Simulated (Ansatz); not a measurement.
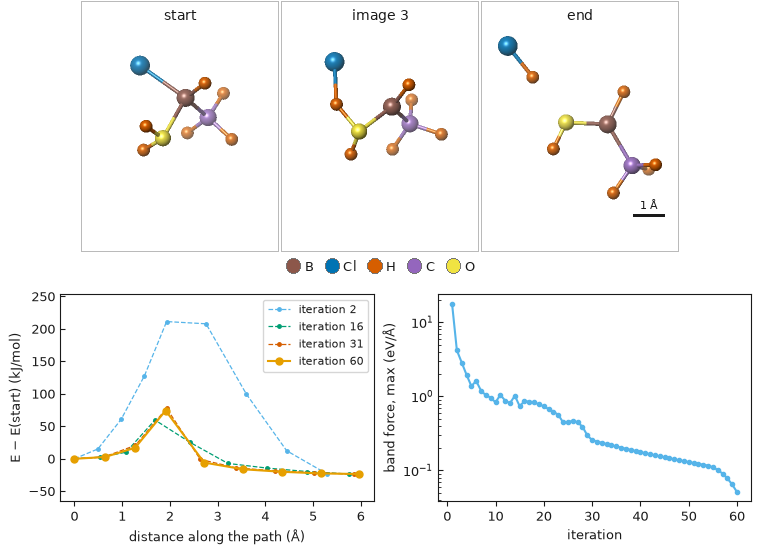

A nudged-elastic-band calculation for CH6BClO. Images are numbered from 0 (start) to 8 (end). The plot follows the band through its iterations. Style: ball-and-stick. Shown from a free direction.

The calculation used RKS B3LYP-D4/6-31G* in Ansatz. Run with 7 movable images; climbing image; force threshold 0.05 eV/Å; iteration limit 60; optimiser FIRE; starting path through a guess of the saddle point.

Judge this run.

The result isn't final. The band hadn't converged when the run stopped after 60 iterations. The largest component of the band force went from 18 to 0.051 eV/Å. The barrier read from it is provisional, though the highest image hardly moved in the last two iterations. The first iteration put the highest image at 433.0 kJ/mol. Forward barrier 74.3 kJ/mol, backward barrier 97.7 kJ/mol, with image 3 at the top; the reaction energy is −23.5 kJ/mol.
